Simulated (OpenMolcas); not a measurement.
# C2H4O2Si (SMILES C=C1O[SiH2]O1): levels of theory compared

Wanted: a comparison of 6 runs (B3LYP/6-31G*, B2PLYP/cc-pVDZ, M06-L/cc-pVDZ, PBE/cc-pVDZ, PBE0/cc-pVDZ, CCSD(T)/cc-pVDZ) of C2H4O2Si. 

The calculation is run with OpenMolcas 26.06.

1 further run of the same task is left out (set aside as unsound or not needed).

## 1. The system as given

C2H4O2Si: 9 atoms, total charge 0, spin state singlet. As SMILES, `C=C1O[SiH2]O1`. The shape is that of a PBE0-D4/def2-TZVP optimisation.

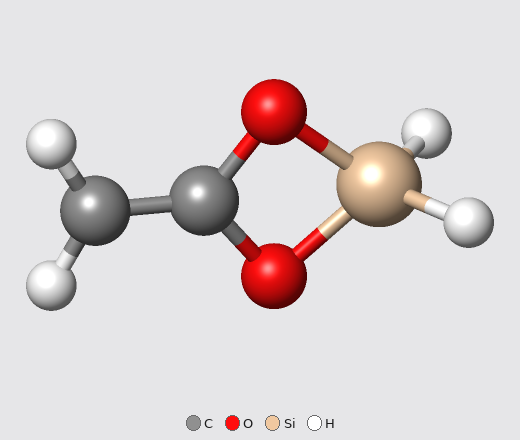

The structure, seen from a chosen angle (carbon grey, oxygen red, silicon light orange, hydrogen white).

## 2. Energy and gradient at B3LYP/6-31G(d) (Cartesian functions) (run 1)

Input file mol.xyz:

```xyz
9

C      0.527300     1.358500    -1.129600
C      0.157300     0.383100    -0.322900
O     -0.585200     0.473600     0.838200
Si    -0.440000    -1.190500     0.978300
O      0.421700    -0.967300    -0.442100
H      0.243100     2.374800    -0.904500
H      1.111300     1.132600    -2.008400
H     -1.701100    -1.949600     0.840800
H      0.354100    -1.661500     2.132900
```

Input file mol.inp:

```
>>> EXPORT MOLCAS_PRINT=2

&gateway
 baslib=$CurrDir
 coord=mol.xyz
 basis=6-31Gs
 group=NoSym

&seward
 gridinput
 Grid=UltraFine
 End of Grid

&scf
 ksdft=B3LYP
 thresholds=1e-10 1e-07 1e-07 1e-05
 prorbitals=1 2

&alaska
```

The basis set 6-31G* is read from a file made from the Basis Set Exchange's data (not shown).

Run with:

```console
$ export MOLCAS_MEM=1860
$ pymolcas mol.inp > mol.log
```

Output:

```text
--- Start Module: gateway ---
[...]
--- Stop Module: gateway /rc=_RC_ALL_IS_WELL_ ---
[...]
      Basis functions           87
[...]
--- Start Module: scf ---
[...]
       Convergence after  13 Iterations
[...]
::    Total KS-DFT energy                            -518.5695183666
[...]
      Total spin, S                                     0.0000000000
[...]
      Total electronic charge=   46.000000
      Total            charge=   -0.000000
[...]
      Dipole Moment (debye):
      Origin of the operator (angstrom)=   -0.0762   -0.2319    0.1856
                   X= -5.6472E-01               Y= -1.4872E+00               Z=  1.2296E+00           Total=  2.0106E+00
      Quadrupole Moment (debye*angstrom):
[...]
--- Stop Module: scf /rc=_RC_ALL_IS_WELL_ ---
[...]
--- Start Module: alaska ---
[...]
 *              Molecular gradients               *
 **************************************************
  Irreducible representation: a
 ------------------------------------------------------------------------------------------
                              X                       Y                       Z
 ------------------------------------------------------------------------------------------
  C1               -1.64668647030108E-03   -4.29604372984294E-03    3.57404160227759E-03
  C2               -2.09422923613189E-03   -5.52726178509366E-03    4.58400515549973E-03
  O3                6.59232228116835E-03   -1.08088719690933E-02   -8.07680608390449E-03
  SI4               4.74080398500032E-03    1.24963728085135E-02   -1.03426780836831E-02
  O5               -7.27444442632397E-03    9.01468432522812E-03    9.55714501121996E-03
  H6                4.11053023258168E-05   -2.17029550991210E-03    4.15525865514577E-04
  H7               -1.06701510329277E-03   -5.65528834830298E-04    1.82304819575752E-03
  H8                7.24776803028959E-04    9.80914270444888E-04   -5.34632320606077E-04
[...]
--- Stop Module: alaska /rc=_RC_ALL_IS_WELL_ ---
[...]
```

It took 55 s on 1 thread of AMD EPYC 7R43 (Zen 3), shared host; peak memory 0.48 GiB.

## 3. A single-point energy at B2PLYP/cc-pVDZ (run 2)

Input file mol.inp:

```
&GATEWAY
BasLib=$CurrDir
Coord
9
angstrom
C        0.527300       1.358500      -1.129600
C        0.157300       0.383100      -0.322900
O       -0.585200       0.473600       0.838200
Si      -0.440000      -1.190500       0.978300
O        0.421700      -0.967300      -0.442100
H        0.243100       2.374800      -0.904500
H        1.111300       1.132600      -2.008400
H       -1.701100      -1.949600       0.840800
H        0.354100      -1.661500       2.132900
Basis=cc-pVDZ
Group=NoSym
&SEWARD
GridInput
Grid=UltraFine
End of Grid
&SCF
KSDFT=B2PLYP_SCF
Thresholds=1e-10 1e-07 1e-07 1e-05
PrOrbitals=1 1
&MBPT2
Frozen=9
```

The basis set cc-pVDZ is read from a file made from the Basis Set Exchange's data (not shown).

Run with:

```console
$ export MOLCAS_MEM=1860
$ pymolcas mol.inp > mol.log
```

Output:

```text
--- Start Module: gateway ---
[...]
--- Stop Module: gateway /rc=_RC_ALL_IS_WELL_ ---
[...]
      Basis functions           94
[...]
--- Start Module: scf ---
[...]
       Convergence after  13 Iterations
[...]
::    Total KS-DFT energy                            -517.9949474496
[...]
      Total spin, S                                     0.0000000000
[...]
      Total electronic charge=   46.000000
      Total            charge=   -0.000000
[...]
      Dipole Moment (debye):
      Origin of the operator (angstrom)=   -0.0762   -0.2319    0.1856
                   X= -5.9297E-01               Y= -1.5616E+00               Z=  1.2911E+00           Total=  2.1112E+00
      Quadrupole Moment (debye*angstrom):
[...]
--- Stop Module: scf /rc=_RC_ALL_IS_WELL_ ---
[...]
--- Start Module: mbpt2 ---
[...]
 ###    WARNING: MP2 implementation intended for RHF references only         ###
 ###############################################################################
MBPT2 WARNING: Reference function according to RunFile:KS-DFT
I'll assume you know what you're doing and continue
WARNING!
Default frozen orbitals as non valence orbitals is overwritten by user input.
Default values:   6
[...]
       Reference weight ( Cref**2 )         =        0.73913
::    Total MBPT2 energy                             -518.8722627004
[...]
      Total MBPT2 calculations                           0.63      0.73
--- Stop Module: mbpt2 /rc=_RC_ALL_IS_WELL_ ---
[...]
```

Wall time 51 s (1 thread of AMD EPYC 7R43 (Zen 3), shared host); peak memory 0.52 GiB.

Run 3 isn't shown in full; the table further down has it.

## 4. Energy and gradient at PBE/cc-pVDZ (run 4)

mol.xyz is that of step 2.

Input file run.inp:

```
&gateway
  baslib=$CurrDir
  coord=mol.xyz
  basis=cc-pVDZ
  group=NoSym

&seward
  gridinput
  Grid=UltraFine
  End of Grid

&scf
  ksdft=PBE
  thresholds=1e-10 1e-07 1e-07 1e-05
  prorbitals=1 2

&alaska
```

The basis set cc-pVDZ is read from a file made from the Basis Set Exchange's data (not shown).

Run with:

```console
$ export MOLCAS_MEM=1860
$ pymolcas run.inp > run.log
```

Output:

```text
--- Start Module: gateway ---
[...]
--- Stop Module: gateway /rc=_RC_ALL_IS_WELL_ ---
[...]
      Basis functions           94
[...]
--- Start Module: scf ---
[...]
       Convergence after  16 Iterations
[...]
::    Total KS-DFT energy                            -518.1606638553
[...]
      Total spin, S                                     0.0000000000
[...]
      Total electronic charge=   46.000000
      Total            charge=   -0.000000
[...]
      Dipole Moment (debye):
      Origin of the operator (angstrom)=   -0.0762   -0.2319    0.1856
                   X= -5.6047E-01               Y= -1.4761E+00               Z=  1.2204E+00           Total=  1.9956E+00
      Quadrupole Moment (debye*angstrom):
[...]
--- Stop Module: scf /rc=_RC_ALL_IS_WELL_ ---
[...]
--- Start Module: alaska ---
[...]
 *              Molecular gradients               *
 **************************************************
  Irreducible representation: a
 ------------------------------------------------------------------------------------------
                              X                       Y                       Z
 ------------------------------------------------------------------------------------------
  C1               -3.84463789448475E-03   -1.00866794276762E-02    8.36451346416034E-03
  C2                8.77519522641465E-04    2.30648479304890E-03   -1.89466247687584E-03
  O3                1.20362536158787E-02   -3.55968299814329E-02   -1.12100261625923E-02
  SI4               1.21490247471359E-02    3.20089547491413E-02   -2.64776279816061E-02
  O5               -2.10820952706356E-02    1.17756075189863E-02    3.09033122212927E-02
  H6                2.93966137914181E-03   -1.05782129486967E-02   -2.31755669329731E-03
  H7               -6.06014196854865E-03    2.31788980715120E-03    9.12383698933539E-03
  H8                8.03881088031400E-03    4.84450402945669E-03    8.69535507312183E-04
[...]
--- Stop Module: alaska /rc=_RC_ALL_IS_WELL_ ---
[...]
```

Wall time 53 s (1 thread of AMD EPYC 7R43 (Zen 3), shared host); peak memory 0.52 GiB.

Run 5 isn't shown in full; the table further down has it.

## 5. The energy at CCSD(T)/cc-pVDZ (run 6)

Input file run.input:

```
&GATEWAY
BasLib=$CurrDir
Coord
9
angstrom
C        0.527300       1.358500      -1.129600
C        0.157300       0.383100      -0.322900
O       -0.585200       0.473600       0.838200
Si      -0.440000      -1.190500       0.978300
O        0.421700      -0.967300      -0.442100
H        0.243100       2.374800      -0.904500
H        1.111300       1.132600      -2.008400
H       -1.701100      -1.949600       0.840800
H        0.354100      -1.661500       2.132900
Basis=cc-pVDZ
Group=NoSym
&SEWARD
&SCF
Thresholds=1e-10 1e-07 1e-07 1e-05
PrOrbitals=1 1
&RASSCF
FileOrb=$Project.ScfOrb
Spin=1
Nactel=0 0 0
Inactive=23
Ras2=0
OutOrbitals=Canonical
OrbListing=NoCore
&MOTRA
JobIph
Frozen=9
&CCSDT
CCT
Triples=2
Iterations=80
Accuracy=1e-08
Extrapolation=5 4
```

The basis set cc-pVDZ is read from a file made from the Basis Set Exchange's data (not shown).

Run with:

```console
$ export MOLCAS_MEM=1860
$ pymolcas run.input > run.log
```

Output:

```text
--- Start Module: gateway ---
[...]
--- Stop Module: gateway /rc=_RC_ALL_IS_WELL_ ---
[...]
      Basis functions           94
[...]
       Convergence after  14 Iterations
[...]
::    Total SCF energy                               -516.7445105385
[...]
      Total spin, S                                     0.0000000000
[...]
      Number of active orbitals                  0
[...]
      Spin quantum number                      0.0
[...]
      Active orbitals                            0
[...]
      Number of CSFs                             1
[...]
      Number of root(s) required                 1
[...]
      Convergence after  4 iterations
[...]
      Natural orbitals and occupation numbers for root  1
      ************************************************************************************************************************
      *                                                    Final results                                                     *
      ************************************************************************************************************************
[...]
::    RASSCF root number  1 Total energy:   -516.74451054
[...]
      Total electronic charge=   46.000000
      Total            charge=   -0.000000
[...]
      Dipole Moment (debye):
      Origin of the operator (angstrom)=   -0.0762   -0.2319    0.1856
                   X= -6.1743E-01               Y= -1.6260E+00               Z=  1.3444E+00           Total=  2.1983E+00
      Quadrupole Moment (debye*angstrom):
[...]
--- Start Module: motra ---
[...]
      *** WARNING: Default frozen orbitals is overwritten by user input.
      *** Default values:   6
[...]
--- Stop Module: motra /rc=_RC_ALL_IS_WELL_ ---
[...]
--- Start Module: ccsdt ---
[...]
      Convergence after                    17  Iterations
      Total energy (diff) :    -517.49236272       0.00000000
[...]
 METHOD                       : CCSD+T(CCSD)+<T3(1)WT1> = CCSD(T)
[...]
       CCSD     =      -517.4923627236445
[...]
--- Stop Module: ccsdt /rc=_RC_ALL_IS_WELL_ ---
[...]
```

Run time: 93 s. Hardware: 1 thread of AMD EPYC 7R43 (Zen 3), shared host; peak memory 0.52 GiB.

## 6. The series

| run | level | Cartesian functions | task | energy (Eh) | dipole moment (D) of the reference | HOMO energy (eV) | LUMO energy (eV) | wall time |
| --- | --- | --- | --- | --- | --- | --- | --- | --- |
| 1 | B3LYP/6-31G* (Cartesian functions) | yes | gradient | -518.569518 | 2.01 | -6.09 | -0.80 | 55 s |
| 2 | B2PLYP/cc-pVDZ | no | energy | -518.231823 | 2.11 | -7.47 | 0.70 | 51 s |
| 3 | M06-L/cc-pVDZ | no | gradient | -518.546610 | 2.18 | -5.44 | -0.87 | 73 s |
| 4 | PBE/cc-pVDZ | no | gradient | -518.160664 | 2.00 | -5.21 | -1.51 | 53 s |
| 5 | PBE0/cc-pVDZ | no | gradient | -518.198268 | 2.05 | -6.47 | -0.59 | 60 s |
| 6 | CCSD(T)/cc-pVDZ | no | energy | -517.515761 | 2.20 | -9.23 | 2.83 | 93 s |

## 7. Results

| quantity | value |
| --- | --- |
| run 6: total energy | -517.51576 Eh |
| run 6: dipole moment (mean-field density) | 2.20 D |
| run 6: HOMO energy (Hartree–Fock orbitals) | -9.23 eV |
| run 6: LUMO energy (Hartree–Fock orbitals) | 2.83 eV |
| run 6: HOMO–LUMO gap (Hartree–Fock orbitals) | 12.06 eV |
| run 6: correlation energy (9 core orbitals frozen) | -771.3 mEh |
| run 6: (T) correction | -23.40 mEh |

Over runs 1, 2, 3, 4, 5 the dipole moment (its size) runs from 2.00 D (PBE/cc-pVDZ) to 2.18 D (M06-L/cc-pVDZ). Over runs 1, 2, 3, 4, 5 the HOMO–LUMO gap runs from 3.70 eV (PBE/cc-pVDZ) to 8.17 eV (B2PLYP/cc-pVDZ). A double hybrid's value is that of its SCF part. For B2PLYP the log adds the whole second-order term; the table takes 0.27 of it, as the functional is defined. Totals of different functionals can't be ranked against each other. All runs together took 6.4 min, the longest 93 s.
